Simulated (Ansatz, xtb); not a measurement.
# Ligand exchange: BH(CH3)I + NH3 → BH(CH3)(NH2) + HI

Species: BH(CH3)I, singlet; NH3 (ammonia) `N`, singlet; BH(CH3)(NH2), singlet; HI (hydrogen iodide), singlet. The partners trade I for NH2: B–I and H–NH2 bonds give way to B–NH2 and H–I.

Shapes, held fixed at every level: PBE0-D4/def2-TZVP. Programs: Ansatz 0.2.0, xtb 6.7.1. The zero-point and thermal change to 298 K, harmonic and unscaled (PBE0-D4/def2-TZVP), is -4.9 kJ/mol.

| level | kind | ΔH(298 K) (kJ/mol) | less CCSD(T)/def2-TZVPP |
| --- | --- | --- | --- |
| GFN2-xTB | semi-empirical | -61.6 | +4.8 |
| HF/def2-SVP | Hartree–Fock | -82.8 | -16.4 |
| PBE-D4/def2-TZVPP | GGA | -66.0 | +0.4 |
| BHLYP-D4/def2-TZVPP | global hybrid | -71.7 | -5.3 |
| r2SCAN0-D4/def2-TZVPP | global hybrid | -66.8 | -0.4 |
| wB97M-V/def2-TZVPP | range-separated hybrid | -72.3 | -5.9 |
| MP2/def2-SVP | perturbation theory | -82.8 | -16.4 |
| CCSD/def2-TZVPP | coupled cluster or CI | -68.7 | -2.3 |
| CCSD(T)/def2-TZVPP | coupled cluster or CI | -66.4 | 0.0 |

The highest level, CCSD(T)/def2-TZVPP, gives ΔH(298 K) = -66.4 kJ/mol; the levels span -82.8 to -61.6. The column of differences is taken from that level and isn't an error. No measured value is set beside it here. For atoms past krypton def2 sets carry core potentials with scalar relativity. Outer-core shells of I are correlated, in sets that cover them unevenly.

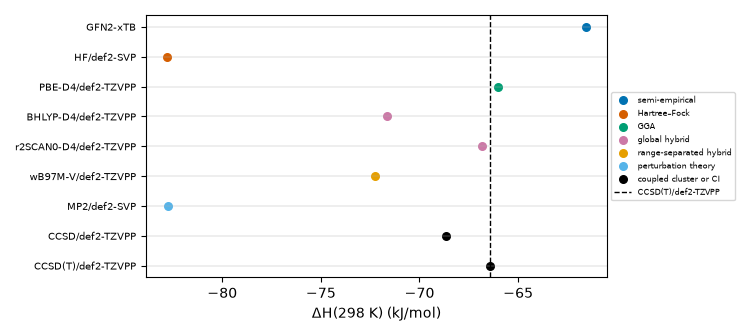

The values of the table, level by level.
